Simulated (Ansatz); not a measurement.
**One shape, several levels: triplet [NO2]−**

Aim: a comparison of 3 runs (UHF/STO-3G, U-r2SCAN/def2-TZVPPD, UMP2/def2-TZVPPD) of triplet [NO2]−. 

The calculation is run with Ansatz 0.2.0.

1 further run of the same task is left out (it didn't finish).

## (1) The system as given

The species is [NO2]− (3 atoms), meant as a triplet with charge -1. As SMILES of the parent species, `O=N[O-]`. The shape is that of a PBE0-D4/def2-TZVPD optimisation. That shape belongs to the parent species and isn't relaxed for this state.

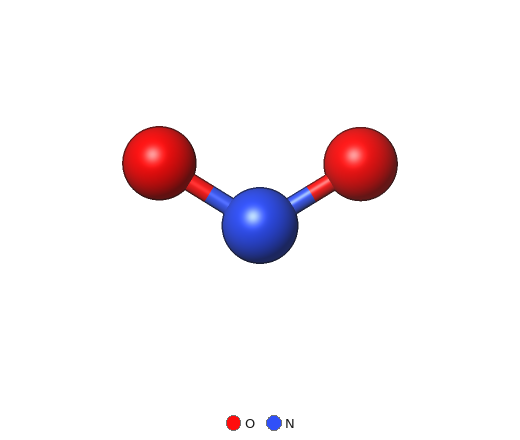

The structure, seen from a chosen angle (oxygen red, nitrogen blue).

## (2) The energy at UHF/STO-3G (run 1)

input.yaml reads:

```yaml
crystal:
  periodic: [false, false, false]
  atoms:
    - symbol: O
      position_ang: [0.322840, 0.992650, 0.287620]
    - symbol: N
      position_ang: [0.325750, -0.245400, 0.151990]
    - symbol: O
      position_ang: [-0.648590, -0.747260, -0.439610]
basis:
  gaussian:
    orbitals: STO-3G
total_charge: -1
magnetization:
  spin_polarized: true
  initial_magnetization: 2
hamiltonian:
  xc: hf
accuracy: high
output: {orbitals: {seedname: orbitals}}
```

Launch:

```
$ ansatz run input.yaml --threads 1 --pin off --max-ram 3480MiB --events-out events.jsonl --progress --plain --runs-dir runs
```

The program printed:

```text
Warning: RAYON_NUM_THREADS=1 ignored (pool sized by the plan → 1); use --threads N
Functional definition: HF
  name "HF"
  exchange = exact_x
  correlation = 0
252 factors; integrals over basis functions are off by at most 2.2e-8 eV
mean field evaluation 1: about -5470.7758 eV, gradient 1.6e1 eV
mean field evaluation 2: about -5470.9675 eV, gradient 1.6e1 eV
mean field evaluation 4: about -5472.4551 eV, gradient 1.5e0 eV
mean field evaluation 8: about -5472.4953 eV, gradient 1.3e-2 eV
mean field evaluation 16: about -5472.7121 eV, gradient 2.1e-1 eV
mean field evaluation 32: about -5472.6813 eV, gradient 1.5e-1 eV
mean field evaluation 64: about -5469.0828 eV, gradient 1.4e1 eV
mean field evaluation 96: about -5472.7022 eV, gradient 4.7e-1 eV
mean field evaluation 128: about -5472.6851 eV, gradient 3.6e-2 eV
mean field evaluation 160: about -5471.8225 eV, gradient 6.0e0 eV
mean field evaluation 192: about -5472.4935 eV, gradient 1.3e-5 eV
mean field -5472.71217811 eV, -201.1184630081 hartree, gradient 2.2e-8 eV, S^2 2.006151; 8 other end points of the search recorded, 0 dependent functions left out
reference -5472.71217811 eV, -201.1184630081 hartree; 13, 11 occupied and 2, 4 virtual orbitals, 252 factors
Total energy: -5472.71217811 eV, -201.1184630081 hartree
```

Wall time 0.77 s (1 thread of Intel Xeon Platinum 8259CL at 2.50GHz (Skylake/Cascade Lake), shared host).

## (3) A single-point energy at U-r2SCAN/def2-TZVPPD (run 2)

input.yaml reads:

```yaml
crystal:
  periodic: [false, false, false]
  atoms:
    - {symbol: O, position_ang: [0.322840, 0.992650, 0.287620]}
    - {symbol: N, position_ang: [0.325750, -0.245400, 0.151990]}
    - {symbol: O, position_ang: [-0.648590, -0.747260, -0.439610]}
basis:
  gaussian: {orbitals: def2-TZVPPD.json}
total_charge: -1
magnetization: {spin_polarized: true, initial_magnetization: 2}
hamiltonian: {xc: r2scan}
accuracy: high
output: {orbitals: {seedname: orbitals}}
```

The basis set def2-TZVPPD is read from a file made from the Basis Set Exchange's data (not shown).

Launch:

```
$ ansatz run input.yaml --threads 1 --pin off --max-ram 3480MiB --events-out events.jsonl --progress --plain --runs-dir runs
```

The program printed:

```text
Warning: RAYON_NUM_THREADS=1 ignored (pool sized by the plan → 1); use --threads N
Functional definition: r2SCAN
  name "r2SCAN"
  parameter k0 = 0.174
  parameter k1 = 0.065
  parameter a1 = 4.9479
  exchange = r2scan_x(k0 = k0, k1 = k1, a1 = a1)
  correlation = r2scan_c
1793 factors; integrals over basis functions are off by at most 3.7e-9 eV
mean field evaluation 1: about -5579.3921 eV, gradient 1.4e1 eV
mean field evaluation 2: about -5578.8884 eV, gradient 1.9e1 eV
mean field evaluation 4: about -5580.0606 eV, gradient 1.8e0 eV
mean field evaluation 8: about -5580.0773 eV, gradient 1.4e-1 eV
mean field evaluation 16: about -5580.0774 eV, gradient 1.8e-5 eV
mean field evaluation 32: about -5577.9373 eV, gradient 2.1e-2 eV
mean field evaluation 64: about -5580.0774 eV, gradient 1.9e-8 eV
mean field -5580.07739461 eV, -205.0640619396 hartree, gradient 3.1e-8 eV, S^2 2.011635; 7 other end points of the search recorded, 0 dependent functions left out
reference -5580.07740475 eV, -205.0640623122 hartree; 13, 11 occupied and 104, 106 virtual orbitals, 1793 factors
Total energy: -5580.07740475 eV, -205.0640623122 hartree
```

Run time: 68 s. Hardware: 1 thread of Intel Xeon Platinum 8259CL at 2.50GHz (Skylake/Cascade Lake), shared host; peak memory 0.4 GiB.

## (4) The energy at UMP2/def2-TZVPPD (run 3)

molecule.yaml reads:

```yaml
basis:
  gaussian: {orbitals: def2-TZVPPD.json}
crystal:
  periodic: [false, false, false]
  atoms:
    - symbol: O
      position_ang: [0.322840, 0.992650, 0.287620]
    - symbol: N
      position_ang: [0.325750, -0.245400, 0.151990]
    - symbol: O
      position_ang: [-0.648590, -0.747260, -0.439610]
total_charge: -1
magnetization: {spin_polarized: true, initial_magnetization: 2}
correlation: {method: mp2, frozen_orbitals: {"N": 1, O: 1}}
accuracy: high
```

The basis set def2-TZVPPD is read from a file made from the Basis Set Exchange's data (not shown).

Launch:

```
$ ansatz run molecule.yaml --threads 1 --pin off --max-ram 3480MiB --events-out events.jsonl --progress --plain --runs-dir runs
```

The program printed (excerpt; [...] marks lines left out):

```text
Warning: RAYON_NUM_THREADS=1 ignored (pool sized by the plan → 1); use --threads N
Functional definition: HF
  name "HF"
[...]
1793 factors; integrals over basis functions are off by at most 3.7e-9 eV
[...]
mean field -5554.08364980 eV, -204.1088094370 hartree, gradient 2.8e-8 eV, S^2 2.052179; 9 other end points of the search recorded, 0 dependent functions left out
3 core orbitals not correlated: weight in the atoms' cores, before any rotation towards them, 1.000 or more for the frozen orbitals, at most 0.000 for the correlated occupied ones
reference -5554.08364980 eV, -204.1088094370 hartree; 10, 8 occupied and 104, 106 virtual orbitals, 1793 factors
second order -17.65640565 eV of doubles, -0.00000000 eV of singles
Total energy: -5571.74005545 eV, -204.7576703769 hartree
```

Wall time 26 s (1 thread of Intel Xeon Platinum 8259CL at 2.50GHz (Skylake/Cascade Lake), shared host); peak memory 0.34 GiB.

## (5) The series

| run | level | frozen core orbitals | energy (Eh) | HOMO energy (eV) | ⟨S²⟩ | wall time |
| --- | --- | --- | --- | --- | --- | --- |
| 1 | UHF/STO-3G | – | -201.118463 | 4.58 | 2.006 | 0.77 s |
| 2 | U-r2SCAN/def2-TZVPPD | – | -205.064062 | 3.71 | 2.012 | 68 s |
| 3 | UMP2/def2-TZVPPD | 3 | -204.757670 | – | 2.052 | 26 s |

## (6) Results

```
                                          quantity          value
                               run 3: total energy  -204.75767 Eh
run 3: correlation energy (3 core orbitals frozen)     -648.9 mEh
          run 3: ⟨S²⟩ of the reference determinant          2.052
```

**Reading.** In runs 1, 2 the HOMO lies above zero, so the outermost electron may be held by the basis alone. In run 1 the basis is minimal, so the values are rough. All runs together took 96 s, the longest 68 s.
